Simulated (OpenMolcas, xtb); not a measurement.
## C2H3In (SMILES C#[C][InH2]): the HOMO–LUMO gap, rung by rung

C2H3In: 6 atoms, total charge 0, spin state singlet. As SMILES, `C#[C][InH2]`. Geometry: relaxed at PBE0-D4/def2-TZVP.

```xyz
6

C    -0.1866   -1.9280    0.0151
C    -0.0704   -0.7234    0.0059
In    0.1319    1.3639   -0.0106
H    -0.2890   -2.9896    0.0233
H     0.6735    2.0815   -1.4688
H    -0.2594    2.1955    1.4350
```

Each level gives the HOMO–LUMO gap (eV). The values are calculated.

```json
{"level": "GFN0-xTB", "kind": "semi-empirical", "program": "xtb", "value (eV)": "5.11", "CPU time": "under 2 s"}
{"level": "GFN1-xTB", "kind": "semi-empirical", "program": "xtb", "value (eV)": "6.25", "CPU time": "under 2 s"}
{"level": "HF/def2-SVPD (core potential)", "kind": "Hartree–Fock", "program": "OpenMolcas", "value (eV)": "11.06", "CPU time": "11 s"}
{"level": "SVWN5/def2-SVPD (core potential)", "kind": "LDA", "program": "OpenMolcas", "value (eV)": "3.74", "CPU time": "27 s"}
{"level": "BLYP/def2-SVPD (core potential)", "kind": "GGA", "program": "OpenMolcas", "value (eV)": "3.74", "CPU time": "37 s"}
{"level": "M06-L/def2-SVPD (core potential)", "kind": "meta-GGA", "program": "OpenMolcas", "value (eV)": "4.42", "CPU time": "49 s"}
{"level": "PBE0/def2-SVPD (core potential)", "kind": "global hybrid", "program": "OpenMolcas", "value (eV)": "5.79", "CPU time": "34 s"}
{"level": "B2PLYP/def2-SVPD (core potential)", "kind": "double hybrid", "program": "OpenMolcas", "value (eV)": "7.69", "CPU time": "24 s"}
```

The values span 3.74 to 11.06 eV. Orbital gaps aren't excitation energies, and those of double hybrids come from the SCF part alone; they tend to grow with the share of exact exchange. CPU times are rough (shared hosts, several kinds of processor and program).

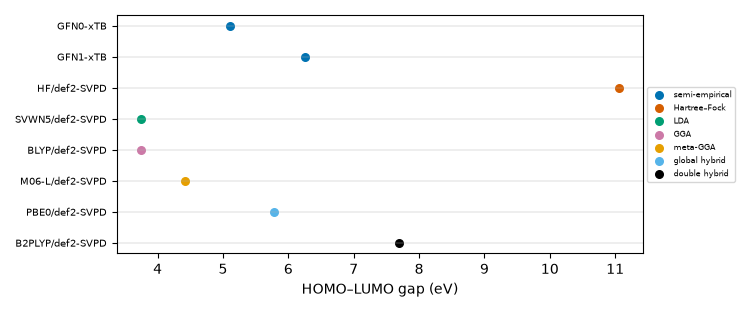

The values of the table, level by level.
